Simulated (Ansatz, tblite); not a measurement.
# Sn21H32 off disc (Sn21H32): which spin state is lowest

Is the singlet the ground state of Sn21H32 off disc (Sn21H32)? Other spin states are computed and compared level by level.

Computed with Ansatz 0.2.0, Gaussian basis. Level: as each input shows.

Plan: triplet, at the geometry of the singlet (GFN1-xTB, GFN2-xTB, PBE0-D4/def2-TZVP, PBE-D4/def2-TZVP); the singlet's energies come from earlier runs.

2 further runs of the same task are left out: 1 for a known fault of the program, 1 set aside as unsound or not needed. Runs told in other sessions of the task aren't counted.

## 1. The geometry

The singlet was relaxed beforehand with PBE-D4/def2-SVP.

53 atoms, charge 0, spin multiplicity 1.

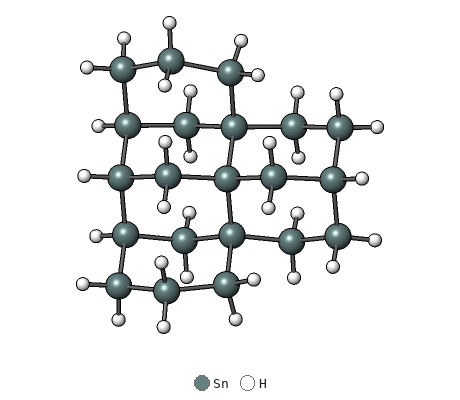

The geometry (tin teal, hydrogen white).

Sn takes a core potential in the def2 sets. No spin-orbit coupling is included.

## 2. Triplet at the fixed geometry, GFN1-xTB

Tight binding, by tblite at 300 K electronic temperature and without a spin-polarisation term:

```python
tblite.interface.Calculator('GFN1-xTB', numbers, positions, charge=0, uhf=2).singlepoint()
```

Energy -1910.0355 eV; 0.49 s.

## 3. Triplet at the fixed geometry, GFN2-xTB

Tight binding, by tblite at 300 K electronic temperature and without a spin-polarisation term:

```python
tblite.interface.Calculator('GFN2-xTB', numbers, positions, charge=0, uhf=2).singlepoint()
```

Energy -1655.4046 eV; 1 s.

## 4. Triplet at the fixed geometry, PBE0-D4/def2-TZVP

The input, in.yaml:

```yaml
crystal:
  periodic: [false, false, false]
  atoms:
    - {symbol: Sn, position_ang: [-5.328412, 2.028836, -0.885349]}
    - {symbol: Sn, position_ang: [-2.310272, -4.673684, 2.294418]}
    - {symbol: Sn, position_ang: [1.186590, -4.506071, -0.869188]}
    - {symbol: Sn, position_ang: [-2.057127, -1.225749, -0.947085]}
    - {symbol: Sn, position_ang: [-2.042211, 2.041668, 2.297041]}
    - {symbol: Sn, position_ang: [1.207787, -1.209188, 2.296381]}
    - {symbol: Sn, position_ang: [1.227926, 2.057642, -0.946488]}
    - {symbol: Sn, position_ang: [-2.028554, 5.326489, -0.884853]}
    - {symbol: Sn, position_ang: [4.507274, -1.188493, -0.868573]}
    - {symbol: Sn, position_ang: [4.673774, 2.309467, 2.296132]}
    - {symbol: Sn, position_ang: [-3.693024, -2.743965, 0.780859]}
    - {symbol: Sn, position_ang: [-3.811651, 0.321259, -2.528646]}
    - {symbol: Sn, position_ang: [-3.679982, 3.678928, 0.693349]}
    - {symbol: Sn, position_ang: [-0.513549, -2.983462, -2.523007]}
    - {symbol: Sn, position_ang: [-0.450789, -6.127535, 0.759748]}
    - {symbol: Sn, position_ang: [2.844837, -2.845408, 0.694440]}
    - {symbol: Sn, position_ang: [-0.319924, 3.811079, -2.528216]}
    - {symbol: Sn, position_ang: [2.986581, 0.513980, -2.521674]}
    - {symbol: Sn, position_ang: [-0.416329, 0.417384, 0.658081]}
    - {symbol: Sn, position_ang: [2.746123, 3.693797, 0.781309]}
    - {symbol: Sn, position_ang: [6.126876, 0.448076, 0.763057]}
    - {symbol: H, position_ang: [-6.426473, 2.989322, -1.829780]}
    - {symbol: H, position_ang: [-6.292680, 1.044111, 0.172340]}
    - {symbol: H, position_ang: [-3.449904, -5.787823, 2.992854]}
    - {symbol: H, position_ang: [-1.484255, -3.894658, 3.605873]}
    - {symbol: H, position_ang: [2.189565, -5.536916, -1.856524]}
    - {symbol: H, position_ang: [-3.010548, 1.029303, 3.326615]}
    - {symbol: H, position_ang: [-1.031391, 3.010391, 3.327825]}
    - {symbol: H, position_ang: [0.202455, -2.177823, 3.330957]}
    - {symbol: H, position_ang: [2.178325, -0.204127, 3.329441]}
    - {symbol: H, position_ang: [-2.987852, 6.426029, -1.828857]}
    - {symbol: H, position_ang: [-1.043113, 6.289266, 0.173548]}
    - {symbol: H, position_ang: [5.538557, -2.191449, -1.855641]}
    - {symbol: H, position_ang: [3.893907, 1.484221, 3.607630]}
    - {symbol: H, position_ang: [5.788249, 3.448960, 2.994212]}
    - {symbol: H, position_ang: [-4.899988, -3.561333, -0.169162]}
    - {symbol: H, position_ang: [-4.548036, -1.664785, 1.844529]}
    - {symbol: H, position_ang: [-4.873347, -0.756110, -3.386752]}
    - {symbol: H, position_ang: [-2.935508, 1.237699, -3.713631]}
    - {symbol: H, position_ang: [-4.686827, 4.686471, 1.699719]}
    - {symbol: H, position_ang: [-1.589775, -4.055593, -3.371653]}
    - {symbol: H, position_ang: [0.380106, -2.095902, -3.718197]}
    - {symbol: H, position_ang: [-1.332297, -7.215875, -0.270308]}
    - {symbol: H, position_ang: [0.527742, -7.111281, 1.806142]}
    - {symbol: H, position_ang: [3.849155, -3.851420, 1.706528]}
    - {symbol: H, position_ang: [-1.236220, 2.934225, -3.712555]}
    - {symbol: H, position_ang: [0.756130, 4.873500, -3.387398]}
    - {symbol: H, position_ang: [2.099328, -0.377644, -3.718688]}
    - {symbol: H, position_ang: [4.060207, 1.590459, -3.367980]}
    - {symbol: H, position_ang: [1.666471, 4.547791, 1.845439]}
    - {symbol: H, position_ang: [3.563246, 4.900869, -0.168834]}
    - {symbol: H, position_ang: [7.108729, -0.530915, 1.810690]}
    - {symbol: H, position_ang: [7.217200, 1.327991, -0.266322]}
basis:
  gaussian: {orbitals: def2-TZVP, fitting: {mean_field: def2-universal-jkfit}}
magnetization: {spin_polarized: true, initial_magnetization: 2}
hamiltonian: {xc: pbe0, dispersion: d4}
scf: {omitted_lower_state_checks: [starts]}
output: {orbitals: {seedname: orbitals}}
```

Command:

```
ansatz run in.yaml --threads 11 --pin off --events-out ev --progress --plain --max-ram 174080MiB --backend cuda --devices 0, --max-vram 75GiB
```

Standard output:

```text
Functional definition: PBE0
  name "PBE0"
  cite "Adamo & Barone, J. Chem. Phys. 110, 6158 (1999) doi:10.1063/1.478522"
  cite "Perdew, Burke & Ernzerhof, Phys. Rev. Lett. 77, 3865 (1996) doi:10.1103/PhysRevLett.77.3865"
  parent pbe
  parameter a = 0.25
  parameter kappa = 0.804
  parameter beta = 0.06672455060314922
  exchange = (1 - a)*pbe_x(kappa = kappa, mu = beta*pi^2/3) + a*exact_x
  correlation = pbe_c(beta = beta)
these checks for a lower state are left out or cut short: starts
5154 factors; integrals over basis functions are off by at most 6.3e-1 eV
mean field evaluation 1: about -122991.4608 eV, gradient 2.4e1 eV
mean field evaluation 2: about -122991.9735 eV, gradient 2.2e1 eV
mean field evaluation 4: about -122994.2164 eV, gradient 5.0e0 eV
mean field evaluation 8: about -122994.3735 eV, gradient 7.4e-1 eV
mean field evaluation 16: about -122994.4077 eV, gradient 6.0e-2 eV
mean field evaluation 32: about -122994.4080 eV, gradient 5.0e-4 eV
mean field -122994.40801641 eV, -4519.9611259989 hartree, gradient 6.3e-6 eV, S^2 2.006630; 0 other end points of the search recorded, 0 dependent functions left out
reference -122994.40815513 eV, -4519.9611310969 hartree; 248, 246 occupied and 994, 996 virtual orbitals, 5154 factors
Total energy: -122997.74951253 eV, -4520.0839237163 hartree
Checks for a lower state left out: starts
```

It took 34 s on 1 × H100 with 11 threads of AMD EPYC 7R13, shared host; peak host memory 2.4 GiB.

HOMO -3.29 eV, LUMO -5.60 eV (over both spins; with the spin held, an empty level of the minority spin lies below the top filled one); ⟨S²⟩ 2.007 (pure: 2.00).

## 5. Triplet at the fixed geometry, PBE-D4/def2-TZVP

start.molden holds the orbitals of an earlier run on this state, given as this run's starting guess.

in.yaml: that of step 4 with these lines changed.

```diff
@@ -57,5 +57,5 @@
 basis:
-  gaussian: {orbitals: def2-TZVP, fitting: {mean_field: def2-universal-jkfit}}
+  gaussian: {orbitals: def2-TZVP, fitting: {mean_field: def2-universal-jkfit}, initial_orbitals: start.molden}
 magnetization: {spin_polarized: true, initial_magnetization: 2}
-hamiltonian: {xc: pbe0, dispersion: d4}
+hamiltonian: {xc: pbe, dispersion: d4}
 scf: {omitted_lower_state_checks: [starts]}
```

The command is unchanged.

Standard output:

```text
Functional definition: PBE
  name "PBE"
  cite "Perdew, Burke & Ernzerhof, Phys. Rev. Lett. 77, 3865 (1996) doi:10.1103/PhysRevLett.77.3865"
  parent pbe
  parameter kappa = 0.804
  parameter beta = 0.06672455060314922
  exchange = pbe_x(kappa = kappa, mu = beta*pi^2/3)
  correlation = pbe_c(beta = beta)
these checks for a lower state are left out or cut short: starts
5154 factors; integrals over basis functions are off by at most 6.3e-1 eV
mean field evaluation 1: about -122987.2328 eV, gradient 1.3e1 eV
mean field evaluation 2: about -122988.1008 eV, gradient 9.6e-1 eV
mean field evaluation 4: about -122988.1675 eV, gradient 2.8e-1 eV
mean field evaluation 8: about -122988.1753 eV, gradient 6.0e-3 eV
mean field evaluation 16: about -122988.1753 eV, gradient 1.2e-5 eV
mean field -122988.17526312 eV, -4519.7320765404 hartree, gradient 7.8e-6 eV, S^2 2.001858; 0 other end points of the search recorded, 0 dependent functions left out
reference -122988.17544855 eV, -4519.7320833549 hartree; 248, 246 occupied and 994, 996 virtual orbitals, 5154 factors
Total energy: -122991.76065904 eV, -4519.8638374102 hartree
Checks for a lower state left out: starts
```

Run time: 20 s. Hardware: 1 × H100 with 11 threads of AMD EPYC 7R13, shared host; peak host memory 2.3 GiB.

HOMO -3.07 eV, LUMO -5.84 eV (over both spins; with the spin held, an empty level of the minority spin lies below the top filled one); ⟨S²⟩ 2.002 (pure: 2.00).

## 6. Triplet less singlet, vertical

The singlet's energies are those of its earlier runs, whose logs aren't repeated here.

```tsv
level	triplet less singlet, vertical (kJ/mol)	time
GFN1-xTB	+163.3	0.85 s
GFN2-xTB	+108.0	1.8 s
PBE-D4/def2-TZVP	+272.5	30 s
PBE0-D4/def2-TZVP	+329.5	45 s
```

Times add the two runs; a level without a time comes out of a correlated run. Tight binding without a spin term can't rank spin states.

## 7. Results

```
                                                quantity                                       value
triplet less singlet, vertical, functionals in def2-TZVP  +272.5 (PBE-D4) to +329.5 kJ/mol (PBE0-D4)
```

In words: All functionals put the triplet above the singlet, over a spread of 56.9 kJ/mol. The checks for a lower triplet were left out, so another state of that spin may lie lower. These are electronic energies, without zero-point motion, entropy or surroundings.
